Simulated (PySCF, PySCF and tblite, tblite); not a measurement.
# C3H8O2Si2: a path driven as rotation about a bond, and NMR exchange, part 1 of 2

Aim: the barrier and rate of rotation about a bond in C3H8O2Si2 (`O=C([SiH3])/C=C(\O)[SiH3]`), and what it does to NMR lines.

Computed with tblite 0.8.0 (tight binding) and PySCF 2.14.0 (DFT, with response routines of our own); each step states its level. Atoms count from 0 throughout.

## 1. The starting structure

15 atoms, charge 0, multiplicity 1; geometry from: force field or distance geometry start.

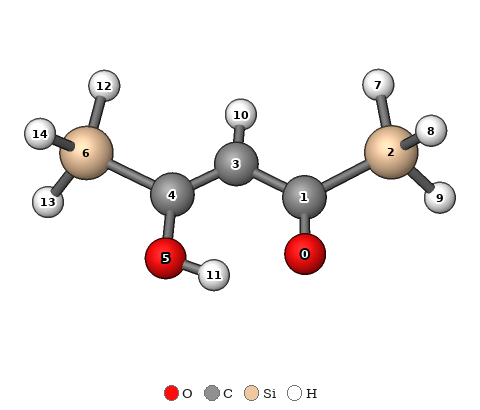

The starting geometry (oxygen red, carbon grey, silicon light orange, hydrogen white), atoms numbered.

## 2. GFN2-xTB relaxation, start minimum

What the job is given:

```
{"job": {"xc": "GFN2-xTB", "basis": "xTB", "kind": "relax"}, "charge": 0, "multiplicity": 1}
O     -1.362500    -1.484400    -0.908400
C     -1.281500    -0.489000    -0.195600
Si    -2.834500     0.214900     0.572200
C      0.024600     0.165700     0.103900
C      1.178600    -0.312000    -0.394400
O      1.221900    -1.421800    -1.238000
Si     2.823800     0.504700    -0.037100
H     -2.510500     1.412000     1.411200
H     -3.804600     0.678500    -0.464100
H     -3.537600    -0.754100     1.466400
H      0.004900     1.026800     0.761000
H      0.307000    -1.765200    -1.355900
H      2.579300     1.664600     0.875400
H      3.736500    -0.444600     0.660700
H      3.450100     1.012000    -1.279200
```

Started as:

```bash
$ OMP_NUM_THREADS=1 python ens_run.py task.json out
```

The driver reads the study from task.json and runs its stages one after another.

What it wrote:

```text
step      E/eV     max force
  0    -599.82421    2.162
  1    -600.00916    0.759
  2    -600.03698    0.467
  3    -600.05027    0.312
  4    -600.05646    0.214
  5    -600.06032    0.182
  6    -600.06428    0.205
  7    -600.06697    0.149
  8    -600.06871    0.095
  9    -600.07008    0.117
 10    -600.07176    0.118
 11    -600.07340    0.133
 12    -600.07472    0.122
 13    -600.07562    0.085
 14    -600.07624    0.070
 15    -600.07682    0.071
 16    -600.07744    0.074
 17    -600.07807    0.067
 18    -600.07860    0.073
 19    -600.07905    0.050
 20    -600.07951    0.057
 21    -600.08015    0.064
 22    -600.08098    0.080
 23    -600.08183    0.068
 24    -600.08250    0.062
 25    -600.08305    0.061
 26    -600.08357    0.056
 27    -600.08411    0.059
 28    -600.08468    0.066
 29    -600.08523    0.059
 30    -600.08570    0.058
 31    -600.08608    0.055
 32    -600.08637    0.036
 33    -600.08661    0.034
 34    -600.08678    0.031
 35    -600.08687    0.017
 36    -600.08692    0.016
 37    -600.08695    0.017
 38    -600.08700    0.026
 39    -600.08705    0.027
 40    -600.08709    0.016
 41    -600.08711    0.007
 42    -600.08711    0.007
 43    -600.08712    0.006
 44    -600.08712    0.007
 45    -600.08713    0.006
 46    -600.08714    0.005
 47    -600.08714    0.005
 48    -600.08714    0.006
 49    -600.08715    0.005
 50    -600.08715    0.004
 51    -600.08715    0.003
 52    -600.08715    0.004
 53    -600.08716    0.007
 54    -600.08716    0.006
 55    -600.08716    0.002
 56    -600.05293    0.610
 57    -600.07115    0.425
 58    -600.08305    0.225
 59    -600.08508    0.214
 60    -600.08649    0.118
 61    -600.08699    0.079
 62    -600.08716    0.051
 63    -600.08724    0.023
 64    -600.08728    0.016
 65    -600.08731    0.016
 66    -600.08734    0.014
 67    -600.08736    0.013
 68    -600.08738    0.010
 69    -600.08739    0.010
 70    -600.08740    0.007
 71    -600.08741    0.005
 72    -600.08741    0.006
 73    -600.08742    0.009
 74    -600.08742    0.008
 75    -600.08742    0.004
 76    -600.08742    0.003
 77    -600.08743    0.003
 78    -600.08743    0.004
 79    -600.08743    0.003
 80    -600.08743    0.002
```

Wall time 0.15 s (1 thread of Arm Neoverse V1, shared host).

Gain 0.263 eV; displacement 0.16 Å root mean square.

## 3. Relaxed scan, rotation

What the job is given:

```
{"job": {"xc": "GFN2-xTB", "basis": "xTB", "coordinate": [["t", [3, 4, 5, 11], 0.5], ["t", [6, 4, 5, 11], 0.5]], "kind": "drive"}, "charge": 0, "multiplicity": 1}
O     -1.327070    -1.450241    -0.869244
C     -1.263781    -0.446441    -0.140428
Si    -2.909774     0.228640     0.577899
C     -0.013045     0.199852     0.145736
C      1.165375    -0.255746    -0.362534
O      1.221455    -1.319615    -1.150362
Si     2.880916     0.505965    -0.055086
H     -2.599035     1.221370     1.608002
H     -3.640697     0.839906    -0.530980
H     -3.644209    -0.906916     1.126671
H     -0.018077     1.067596     0.783335
H      0.287754    -1.663473    -1.265089
H      2.713207     1.658213     0.830451
H      3.710982    -0.527489     0.560425
H      3.419808     0.902876    -1.354391
```

What it wrote:

```text
point  coordinate     E/eV
  0    104.200     -600.04537
  1    118.600     -599.92693
  2    133.300     -599.75369
  3    148.500     -599.56731
  4    164.000     -599.41864
  5    179.500     -599.32876
  6    195.100     -599.30759
  7    210.400     -599.34500
  8    225.500     -599.40014
  9    240.400     -599.45361
 10    255.200     -599.49090
 11    270.000     -599.50610
```

It took 2.2 s on 1 thread of Arm Neoverse V1, shared host.

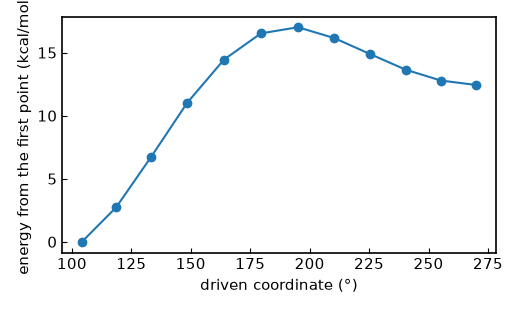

Energy along the scan.

## 4. Nudged elastic band, leg 1

The job, as its differences from that of step 3:

```diff
@@ -1,2 +1,2 @@
-{"job": {"xc": "GFN2-xTB", "basis": "xTB", "coordinate": [["t", [3, 4, 5, 11], 0.5], ["t", [6, 4, 5, 11], 0.5]], "kind": "drive"}, "charge": 0, "multiplicity": 1}
+{"job": {"xc": "GFN2-xTB", "basis": "xTB", "kind": "neb"}, "charge": 0, "multiplicity": 1}
 O     -1.327070    -1.450241    -0.869244
```

What it wrote:

```text
image   E - E0 / eV
  0       0.0000
  1       0.0643
  2       0.4452
  3       0.7798
  4       0.5848
  5       0.5740
  6       0.5707
```

Wall time 4 s (1 thread of Arm Neoverse V1, shared host).

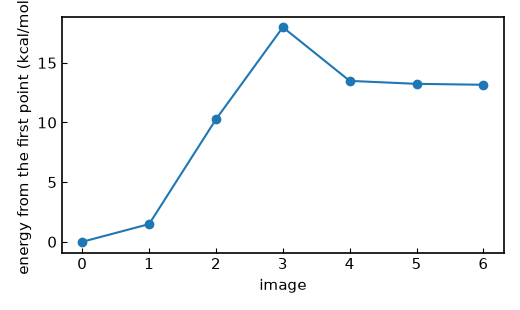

Energy along the band.

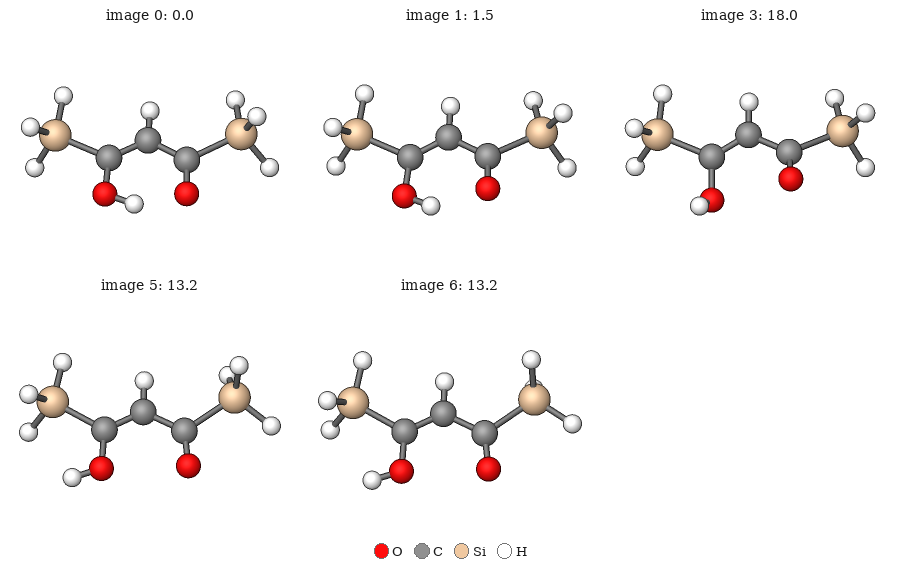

Images along the band, with energies in kcal/mol.

## 5. Saddle search, leg 1

What the job is given:

```
{"job": {"xc": "GFN2-xTB", "basis": "xTB", "kind": "saddle"}, "charge": 0, "multiplicity": 1}
O     -1.570152    -1.057034    -1.247046
C     -1.398453    -0.281133    -0.324857
Si    -2.944874     0.225557     0.703007
C     -0.081171     0.296231    -0.015767
C      1.085154    -0.326627    -0.232920
O      1.098086    -1.655421    -0.600267
Si     2.811662     0.430874    -0.002833
H     -2.561360     1.182005     1.743179
H     -3.886962     0.826957    -0.239084
H     -3.495594    -0.996784     1.279502
H     -0.080300     1.285983     0.416490
H      1.328095    -1.750254    -1.528320
H      2.721693     1.635504     0.817395
H      3.687190    -0.580395     0.583496
H      3.286986     0.764536    -1.351974
```

What it wrote:

```text
step      E/eV     max force
  0    -599.30764   0.0275
  1    -599.31390   0.0481
  2    -599.31832   0.1112
  3    -599.31595   0.0349
  4    -599.31833   0.0429
  5    -599.32035   0.0473
  6    -599.32200   0.0364
  7    -599.32363   0.0484
  8    -599.32469   0.0792
  9    -599.32526   0.0600
 10    -599.32509   0.1521
 11    -599.32628   0.0157
 12    -599.32682   0.0375
 13    -599.32655   0.0077
 14    -599.32688   0.0112
 15    -599.32714   0.0137
 16    -599.32740   0.0090
 17    -599.32769   0.0177
 18    -599.32794   0.0235
 19    -599.32819   0.0304
 20    -599.32844   0.0374
 21    -599.32888   0.0177
 22    -599.32933   0.0441
 23    -599.32911   0.0067
 24    -599.32942   0.0145
 25    -599.32976   0.0177
 26    -599.33014   0.0108
 27    -599.33065   0.0273
 28    -599.33036   0.0051
 29    -599.33067   0.0091
 30    -599.33098   0.0110
 31    -599.33132   0.0073
 32    -599.33178   0.0169
 33    -599.33225   0.0208
 34    -599.33275   0.0208
 35    -599.33325   0.0214
 36    -599.33377   0.0122
 37    -599.33440   0.0323
 38    -599.33405   0.0059
 39    -599.33443   0.0110
 40    -599.33481   0.0133
 41    -599.33518   0.0088
 42    -599.33566   0.0195
 43    -599.33611   0.0238
 44    -599.33648   0.0298
 45    -599.33684   0.0323
 46    -599.33724   0.0204
 47    -599.33755   0.0416
 48    -599.33785   0.0305
 49    -599.33795   0.0443
 50    -599.33804   0.0343
 51    -599.33820   0.0028
lowest wavenumbers (cm-1): -479.2 36.8 55.6 74.7 88.9 123.0
```

Run time: 12 s. Hardware: 1 thread of Arm Neoverse V1, shared host.

Point group C1; 1 imaginary mode, 479i cm⁻¹, carried by H11, O5. Steps downhill from it reached both ends.

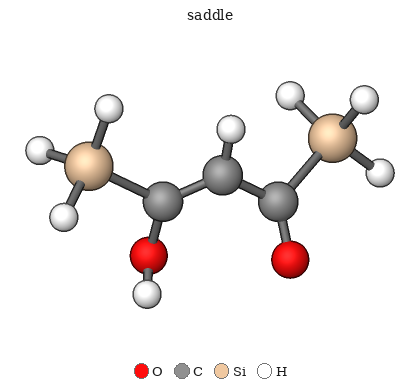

The saddle point.

## 6. Shieldings, start: PBE0/pcSseg-1

What the job is given:

```
{"job": {"kind": "nmr", "xc": "PBE0", "basis": "pcSseg-1", "pop": false}, "charge": 0, "multiplicity": 1}
O     -1.327070    -1.450241    -0.869244
C     -1.263781    -0.446441    -0.140428
Si    -2.909774     0.228640     0.577899
C     -0.013045     0.199852     0.145736
C      1.165375    -0.255746    -0.362534
O      1.221455    -1.319615    -1.150362
Si     2.880916     0.505965    -0.055086
H     -2.599035     1.221370     1.608002
H     -3.640697     0.839906    -0.530980
H     -3.644209    -0.906916     1.126671
H     -0.018077     1.067596     0.783335
H      0.287754    -1.663473    -1.265089
H      2.713207     1.658213     0.830451
H      3.710982    -0.527489     0.560425
H      3.419808     0.902876    -1.354391
```

What it wrote:

```text
coarse grid: 13640 points
cycle   1  E = -847.7378321702  dE =  8.141e-01  |g| = 8.477e-01  |ddm| = 3.551e+00
cycle   2  E = -847.2861871810  dE =  4.516e-01  |g| = 1.713e+00  |ddm| = 2.176e+00
cycle   3  E = -847.8629213265  dE = -5.767e-01  |g| = 2.373e-01  |ddm| = 1.795e+00
cycle   4  E = -847.8735647272  dE = -1.064e-02  |g| = 9.605e-02  |ddm| = 2.680e-01
cycle   5  E = -847.8750369479  dE = -1.472e-03  |g| = 3.148e-02  |ddm| = 7.566e-02
cycle   6  E = -847.8752310561  dE = -1.941e-04  |g| = 1.159e-02  |ddm| = 3.773e-02
cycle   7  E = -847.8752606265  dE = -2.957e-05  |g| = 2.706e-03  |ddm| = 1.059e-02
cycle   8  E = -847.8752620680  dE = -1.441e-06  |g| = 1.115e-03  |ddm| = 2.817e-03
final grid: 122872 points
cycle   9  E = -847.9333857993  dE = -7.646e-06  |g| = 1.292e-02  |ddm| = 2.442e-02
cycle  10  E = -847.9332848658  dE =  1.009e-04  |g| = 2.609e-02  |ddm| = 2.920e-02
cycle  11  E = -847.9334166169  dE = -1.318e-04  |g| = 1.983e-03  |ddm| = 2.127e-02
cycle  12  E = -847.9334173488  dE = -7.319e-07  |g| = 4.326e-04  |ddm| = 1.645e-03
cycle  13  E = -847.9334173808  dE = -3.205e-08  |g| = 1.441e-04  |ddm| = 5.245e-04
cycle  14  E = -847.9334173851  dE = -4.325e-09  |g| = 6.110e-05  |ddm| = 1.780e-04
cycle  15  E = -847.9334173860  dE = -8.270e-10  |g| = 1.832e-05  |ddm| = 6.368e-05
converged SCF energy = -847.9334173860

GIAO shielding tensors (ppm)
atom      isotropic    diamagn.    paramagn.     s11        s22        s33       span
  0 O     -290.723     404.088    -694.811   -870.067   -369.836    367.734   1237.801
  1 C      -43.822     248.853    -292.675   -129.672    -96.215     94.422    224.094
  2 Si     435.221     879.997    -444.776    404.614    437.190    463.860     59.246
  3 C       63.881     262.511    -198.629    -62.761    109.976    144.429    207.191
  4 C       -2.364     253.317    -255.681    -85.570    -25.122    103.600    189.171
  5 O      140.804     394.430    -253.626    -46.067    137.244    331.236    377.303
  6 Si     424.647     879.842    -455.195    399.357    417.467    457.117     57.760
  7 H       27.652      29.224      -1.571     24.445     27.019     31.493      7.048
  8 H       27.641      28.534      -0.893     25.189     25.845     31.889      6.700
  9 H       27.761      28.490      -0.730     24.875     26.159     32.249      7.374
 10 H       25.341      36.233     -10.892     20.803     24.613     30.607      9.803
 11 H       16.414      32.610     -16.196      4.539     14.904     29.799     25.260
 12 H       27.860      29.022      -1.162     24.557     26.868     32.154      7.597
 13 H       27.462      28.155      -0.693     24.494     25.780     32.110      7.616
 14 H       27.458      28.161      -0.703     24.496     25.762     32.115      7.620
```

Wall time 22 s (1 thread of Arm Neoverse V1, shared host); peak memory 0.79 GiB.

This run: HOMO -7.10 eV, LUMO -2.17 eV; dipole 2.52 D.

## 7. Shieldings, saddle of leg 1: PBE0/pcSseg-1

What the job is given:

```
{"job": {"kind": "nmr", "xc": "PBE0", "basis": "pcSseg-1", "pop": false}, "charge": 0, "multiplicity": 1}
O     -1.629490    -1.249394    -1.249719
C     -1.434531    -0.393885    -0.410256
Si    -2.833937     0.128128     0.808115
C     -0.150556     0.306297    -0.247666
C      1.049516    -0.278414    -0.333080
O      1.149533    -1.645224    -0.517380
Si     2.720146     0.563350    -0.024043
H     -2.296059     0.054471     2.166977
H     -3.173878     1.518527     0.493599
H     -3.970217    -0.761271     0.607964
H     -0.208769     1.348050     0.031191
H      1.392452    -1.841787    -1.426069
H      2.499399     1.991990     0.189963
H      3.349508    -0.072563     1.130685
H      3.536883     0.331725    -1.220280
```

What it wrote:

```text
coarse grid: 13640 points
cycle   1  E = -847.6751424319  dE =  7.868e-01  |g| = 9.127e-01  |ddm| = 3.565e+00
cycle   2  E = -847.1171141765  dE =  5.580e-01  |g| = 1.887e+00  |ddm| = 2.951e+00
cycle   3  E = -847.8271132840  dE = -7.100e-01  |g| = 2.354e-01  |ddm| = 2.422e+00
cycle   4  E = -847.8364537418  dE = -9.340e-03  |g| = 1.124e-01  |ddm| = 2.767e-01
cycle   5  E = -847.8386914817  dE = -2.238e-03  |g| = 2.431e-02  |ddm| = 8.823e-02
cycle   6  E = -847.8388143497  dE = -1.229e-04  |g| = 9.061e-03  |ddm| = 3.042e-02
cycle   7  E = -847.8388329357  dE = -1.859e-05  |g| = 2.912e-03  |ddm| = 9.681e-03
cycle   8  E = -847.8388346118  dE = -1.676e-06  |g| = 1.065e-03  |ddm| = 3.331e-03
final grid: 122872 points
cycle   9  E = -847.8995822518  dE = -7.613e-07  |g| = 1.347e-02  |ddm| = 2.332e-02
cycle  10  E = -847.8994767699  dE =  1.055e-04  |g| = 2.703e-02  |ddm| = 3.250e-02
cycle  11  E = -847.8996151021  dE = -1.383e-04  |g| = 2.406e-03  |ddm| = 2.328e-02
cycle  12  E = -847.8996162016  dE = -1.099e-06  |g| = 2.991e-04  |ddm| = 2.004e-03
cycle  13  E = -847.8996162169  dE = -1.534e-08  |g| = 9.961e-05  |ddm| = 4.354e-04
cycle  14  E = -847.8996162193  dE = -2.354e-09  |g| = 2.368e-05  |ddm| = 1.271e-04
cycle  15  E = -847.8996162194  dE = -1.257e-10  |g| = 8.197e-06  |ddm| = 3.460e-05
converged SCF energy = -847.8996162194

GIAO shielding tensors (ppm)
atom      isotropic    diamagn.    paramagn.     s11        s22        s33       span
  0 O     -549.542     400.393    -949.936  -1512.376   -495.374    359.123   1871.499
  1 C      -45.289     245.492    -290.781   -143.558    -84.704     92.394    235.952
  2 Si     433.319     879.739    -446.420    385.693    445.047    469.216     83.523
  3 C       42.589     263.795    -221.206    -79.805     83.516    124.057    203.862
  4 C       17.611     251.468    -233.857    -63.674     11.615    104.891    168.565
  5 O      219.705     390.747    -171.043    112.038    203.296    343.780    231.742
  6 Si     425.981     880.317    -454.336    400.382    414.484    463.077     62.695
  7 H       27.394      29.094      -1.700     24.513     26.998     30.670      6.157
  8 H       27.529      28.930      -1.401     24.794     26.688     31.106      6.313
  9 H       27.900      28.545      -0.645     24.760     26.226     32.714      7.955
 10 H       24.891      35.469     -10.578     19.172     25.325     30.176     11.004
 11 H       29.909      32.576      -2.667     23.246     25.757     40.725     17.480
 12 H       27.767      29.223      -1.455     24.477     26.620     32.205      7.729
 13 H       27.452      28.590      -1.137     24.710     25.533     32.115      7.405
 14 H       27.629      28.767      -1.139     24.685     26.129     32.071      7.386
```

It took 22 s on 1 thread of Arm Neoverse V1, shared host; peak memory 0.81 GiB.

This run: HOMO -6.72 eV, LUMO -1.89 eV; dipole 2.50 D.

## 8. Shieldings, end: PBE0/pcSseg-1

What the job is given:

```
{"job": {"kind": "nmr", "xc": "PBE0", "basis": "pcSseg-1", "pop": false}, "charge": 0, "multiplicity": 1}
O     -1.584046    -1.676071    -0.591727
C     -1.426676    -0.593816    -0.053562
Si    -2.932598     0.327414     0.712989
C     -0.135171     0.079703     0.056803
C      1.045531    -0.381332    -0.410112
O      1.103846    -1.567900    -1.046365
Si     2.666871     0.586745    -0.206666
H     -2.652749     0.547848     2.134753
H     -3.050799     1.630263     0.052126
H     -4.128164    -0.482170     0.520719
H     -0.140210     1.034809     0.560301
H      2.000868    -1.778351    -1.329192
H      2.410184     1.835353     0.497421
H      3.594557    -0.284657     0.523144
H      3.202596     0.806226    -1.554895
```

What it wrote:

```text
coarse grid: 13640 points
cycle   1  E = -847.6745569244  dE =  8.303e-01  |g| = 9.210e-01  |ddm| = 3.569e+00
cycle   2  E = -846.9316189523  dE =  7.429e-01  |g| = 2.059e+00  |ddm| = 3.945e+00
cycle   3  E = -847.8339433200  dE = -9.023e-01  |g| = 2.516e-01  |ddm| = 3.386e+00
cycle   4  E = -847.8436336183  dE = -9.690e-03  |g| = 1.454e-01  |ddm| = 3.674e-01
cycle   5  E = -847.8473766165  dE = -3.743e-03  |g| = 2.679e-02  |ddm| = 1.119e-01
cycle   6  E = -847.8475283033  dE = -1.517e-04  |g| = 1.036e-02  |ddm| = 3.732e-02
cycle   7  E = -847.8475510175  dE = -2.271e-05  |g| = 2.574e-03  |ddm| = 9.487e-03
cycle   8  E = -847.8475523304  dE = -1.313e-06  |g| = 9.004e-04  |ddm| = 4.589e-03
final grid: 122872 points
cycle   9  E = -847.9071909441  dE = -2.557e-06  |g| = 1.271e-02  |ddm| = 2.287e-02
cycle  10  E = -847.9070888939  dE =  1.021e-04  |g| = 2.614e-02  |ddm| = 3.439e-02
cycle  11  E = -847.9072206329  dE = -1.317e-04  |g| = 1.914e-03  |ddm| = 2.547e-02
cycle  12  E = -847.9072213311  dE = -6.982e-07  |g| = 3.628e-04  |ddm| = 1.889e-03
cycle  13  E = -847.9072213523  dE = -2.118e-08  |g| = 1.336e-04  |ddm| = 4.652e-04
cycle  14  E = -847.9072213561  dE = -3.862e-09  |g| = 3.750e-05  |ddm| = 1.533e-04
cycle  15  E = -847.9072213564  dE = -2.842e-10  |g| = 1.741e-05  |ddm| = 5.201e-05
converged SCF energy = -847.9072213564

GIAO shielding tensors (ppm)
atom      isotropic    diamagn.    paramagn.     s11        s22        s33       span
  0 O     -524.003     401.005    -925.008  -1478.228   -465.803    372.020   1850.248
  1 C      -35.899     242.991    -278.889   -124.069    -77.526     93.899    217.968
  2 Si     434.361     879.632    -445.271    381.780    446.741    474.561     92.781
  3 C       62.911     263.333    -200.422    -47.065    104.852    130.946    178.012
  4 C       21.509     253.994    -232.485    -45.018     -3.047    112.593    157.611
  5 O      151.302     388.851    -237.549     -3.214    190.783    266.336    269.549
  6 Si     422.649     880.972    -458.323    380.372    421.163    466.412     86.040
  7 H       27.500      29.056      -1.556     24.609     26.941     30.950      6.341
  8 H       27.500      29.042      -1.542     24.617     26.929     30.955      6.338
  9 H       28.007      28.485      -0.477     24.867     26.322     32.833      7.967
 10 H       25.711      36.330     -10.620     20.753     24.734     31.644     10.891
 11 H       26.498      31.312      -4.814     20.747     25.537     33.210     12.463
 12 H       27.754      29.278      -1.524     24.226     26.770     32.267      8.041
 13 H       27.494      28.958      -1.464     24.702     25.719     32.060      7.358
 14 H       27.495      28.949      -1.454     24.704     25.722     32.059      7.355
```

It took 22 s on 1 thread of Arm Neoverse V1, shared host; peak memory 0.81 GiB.

In short: HOMO -6.37 eV, LUMO -1.77 eV; dipole 4.28 D.

(Continued in part 2 of 2.)
